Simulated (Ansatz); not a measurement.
# triplet CH5Al: levels of theory compared

We compute a comparison of 6 runs (U-r2SCAN/STO-3G, U-wB97M-V/STO-3G, UB2PLYP/STO-3G, UB3LYP/STO-3G, UMP2/STO-3G, UCCSD(T)/STO-3G) of triplet CH5Al. 

The results are computed with Ansatz 0.2.0.

56 further runs of the same task are left out: 2 that didn't finish, 54 set aside as unsound or not needed.

### Step 1. The structure to begin with

CH5Al: 7 atoms, total charge 0, spin state triplet. SMILES of the parent species: `[H][Al]([H])[CH3]`. Geometry: a GFN2-xTB relaxation, a rough one for these elements and not checked as a minimum. That shape belongs to the parent species and isn't relaxed for this state.

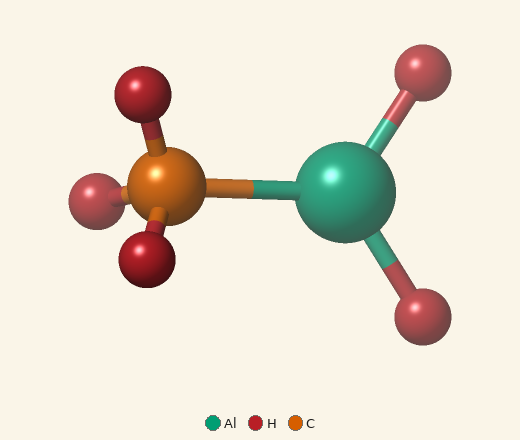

Viewed from a chosen angle; aluminium teal, hydrogen red, carbon orange.

### Step 2. The energy at U-r2SCAN/STO-3G (run 1)

The input, run.yaml:

```yaml
crystal:
  periodic: [false, false, false]
  atoms:
    - symbol: Al
      position_ang: [0.532240, 0.925980, -0.002840]
    - symbol: H
      position_ang: [2.079610, 1.030730, 0.039470]
    - symbol: H
      position_ang: [-0.157080, 2.315610, -0.032820]
    - symbol: C
      position_ang: [-0.456800, -0.794540, -0.002750]
    - symbol: H
      position_ang: [-0.578610, -1.223840, -1.005100]
    - symbol: H
      position_ang: [-1.469240, -0.690290, 0.408830]
    - symbol: H
      position_ang: [0.049890, -1.563640, 0.595200]
basis:
  gaussian: {orbitals: STO-3G}
magnetization: {spin_polarized: true, initial_magnetization: 2}
hamiltonian: {xc: {name: r2SCAN}}
accuracy: high
```

Launch:

```sh
ansatz run run.yaml --threads 1 --pin off --max-ram 2610MiB --events-out events.jsonl --progress --plain --runs-dir runs
```

The log of the run:

```text
Warning: RAYON_NUM_THREADS=1 ignored (pool sized by the plan → 1); use --threads N
Functional definition: r2SCAN
  name "r2SCAN"
  parameter k0 = 0.174
  parameter k1 = 0.065
  parameter a1 = 4.9479
  exchange = r2scan_x(k0 = k0, k1 = k1, a1 = a1)
  correlation = r2scan_c
336 factors; integrals over basis functions are off by at most 1.4e-8 eV
mean field evaluation 1: about -7612.6389 eV, gradient 9.3e0 eV
mean field evaluation 2: about -7610.4371 eV, gradient 2.0e1 eV
mean field evaluation 4: about -7612.0826 eV, gradient 1.1e1 eV
mean field evaluation 8: about -7612.8870 eV, gradient 6.7e0 eV
mean field evaluation 16: about -7613.4250 eV, gradient 2.5e-5 eV
mean field evaluation 32: about -7613.6548 eV, gradient 1.1e-8 eV
mean field -7613.65477624 eV, -279.7966523061 hartree, gradient 9.2e-8 eV, S^2 2.002408; 7 other end points of the search recorded, 0 dependent functions left out
reference -7613.65477726 eV, -279.7966523439 hartree; 13, 11 occupied and 6, 8 virtual orbitals, 336 factors
Total energy: -7613.65477726 eV, -279.7966523439 hartree
```

Wall time 14 s (1 thread of Arm Neoverse V2, shared host); peak memory 0.24 GiB.

### Step 3. The energy at U-wB97M-V/STO-3G (run 2)

The input, in.yaml:

```yaml
crystal:
  periodic: [false, false, false]
  atoms:
    - symbol: Al
      position_ang: [0.532240, 0.925980, -0.002840]
    - symbol: H
      position_ang: [2.079610, 1.030730, 0.039470]
    - symbol: H
      position_ang: [-0.157080, 2.315610, -0.032820]
    - symbol: C
      position_ang: [-0.456800, -0.794540, -0.002750]
    - symbol: H
      position_ang: [-0.578610, -1.223840, -1.005100]
    - symbol: H
      position_ang: [-1.469240, -0.690290, 0.408830]
    - symbol: H
      position_ang: [0.049890, -1.563640, 0.595200]
basis:
  gaussian:
    orbitals: STO-3G
magnetization:
  spin_polarized: true
  initial_magnetization: 2
hamiltonian:
  xc: {name: wB97M-V}
accuracy: high
```

Launch:

```sh
ansatz run in.yaml --threads 1 --pin off --max-ram 2610MiB --events-out events.jsonl --progress --plain --runs-dir runs
```

The log of the run, shortened:

```text
Warning: RAYON_NUM_THREADS=1 ignored (pool sized by the plan → 1); use --threads N
Functional definition: wB97M-V
  name "wB97M-V"
[...]
  gx(w, u) = 1 - cx + cx01*u + cx10*w
  gss(w, u) = css00 + css04*u^4 + css10*w + css20*w^2 + css43*w^4*u^3
  gos(w, u) = cos00 + cos10*w + (cos20 + cos21*u)*w^2 + (cos60 + cos61*u)*w^6
[...]
      + integral(e_c_pw_mod_opposite_spin*gos(b97_w_opposite, b97_u_opposite)) + vv10(b, c)
336 factors; integrals over basis functions are off by at most 1.4e-8 eV
159 factors; integrals over basis functions are off by at most 1.3e-9 eV
[...]
mean field -7614.47140116 eV, -279.8266627186 hartree, gradient 1.7e-8 eV, S^2 2.005080; 4 other end points of the search recorded, 0 dependent functions left out
reference -7614.47140394 eV, -279.8266628208 hartree; 13, 11 occupied and 6, 8 virtual orbitals, 336 factors
Total energy: -7614.47140394 eV, -279.8266628208 hartree
```

It took 70 s on 1 thread of Arm Neoverse V2, shared host; peak memory 0.57 GiB.

Runs 3 to 5 aren't shown in full; the table further down has their settings and results.

### Step 4. The energy at UCCSD(T)/STO-3G (run 6)

The input, job.yaml:

```yaml
crystal:
  periodic: [false, false, false]
  atoms:
    - {symbol: Al, position_ang: [0.532240, 0.925980, -0.002840]}
    - {symbol: H, position_ang: [2.079610, 1.030730, 0.039470]}
    - {symbol: H, position_ang: [-0.157080, 2.315610, -0.032820]}
    - {symbol: C, position_ang: [-0.456800, -0.794540, -0.002750]}
    - {symbol: H, position_ang: [-0.578610, -1.223840, -1.005100]}
    - {symbol: H, position_ang: [-1.469240, -0.690290, 0.408830]}
    - {symbol: H, position_ang: [0.049890, -1.563640, 0.595200]}
basis:
  gaussian: {orbitals: STO-3G}
total_charge: 0
magnetization: {spin_polarized: true, initial_magnetization: 2}
correlation: {method: ccsd_t, frozen_orbitals: {Al: 5, C: 1, H: 0}}
accuracy: high
scf: {omitted_lower_state_checks: [cluster_reference, increment]}
```

Launch:

```sh
ansatz run job.yaml --threads 1 --pin off --max-ram 2610MiB --events-out events.jsonl --progress --plain --runs-dir runs
```

The log of the run, shortened:

```text
Warning: RAYON_NUM_THREADS=1 ignored (pool sized by the plan → 1); use --threads N
Functional definition: HF
  name "HF"
[...]
336 factors; integrals over basis functions are off by at most 1.4e-8 eV
[...]
mean field -7592.31161884 eV, -279.0123057386 hartree, gradient 2.8e-8 eV, S^2 2.064637; 7 other end points of the search recorded, 0 dependent functions left out
6 core orbitals not correlated: weight in the atoms' cores, before any rotation towards them, 0.999 or more for the frozen orbitals, at most 0.000 for the correlated occupied ones
reference -7592.31161884 eV, -279.0123057386 hartree; 7, 5 occupied and 6, 8 virtual orbitals, 336 factors
second order -2.15553055 eV of doubles, -0.00000000 eV of singles
cycle   1  -2.77173019 eV  change   -6.2e-1 eV  update   7.4e-2
[...]
cycle  30  -3.26659832 eV  change   4.7e-10 eV  update  8.6e-10
perturbative correction -0.03028574 eV, -0.0011129803 hartree
Total energy: -7595.60850290 eV, -279.1334639932 hartree
Checks for a lower state left out: cluster_reference, increment
```

Run time: 0.34 s. Hardware: 1 thread of Arm Neoverse V2, shared host.

### Step 5. All runs side by side

| run | level | frozen core orbitals | energy (Eh) | ⟨S²⟩ | wall time |
| --- | --- | --- | --- | --- | --- |
| 1 | U-r2SCAN/STO-3G | – | -279.796652 | 2.002 | 14 s |
| 2 | U-wB97M-V/STO-3G | – | -279.826663 | 2.005 | 70 s |
| 3 | UB2PLYP/STO-3G | 6 | -279.613948 | 2.027 | 3.6 s |
| 4 | UB3LYP/STO-3G | – | -279.857561 | 2.002 | 4.5 s |
| 5 | UMP2/STO-3G | 6 | -279.091520 | 2.065 | 0.22 s |
| 6 | UCCSD(T)/STO-3G | 6 | -279.133464 | 2.065 | 0.34 s |

### Step 6. Outcome

```
                                          quantity          value
                               run 6: total energy  -279.13346 Eh
run 6: correlation energy (6 core orbitals frozen)     -121.2 mEh
                             run 6: (T) correction      -1.11 mEh
          run 6: ⟨S²⟩ of the reference determinant          2.065
                              run 6: T1 diagnostic          0.015
```

In words: Totals of different functionals can't be ranked against each other. In runs 1, 2, 3, 4, 5, 6 the basis is minimal, so the values are rough. All runs together took 92 s, the longest 70 s.
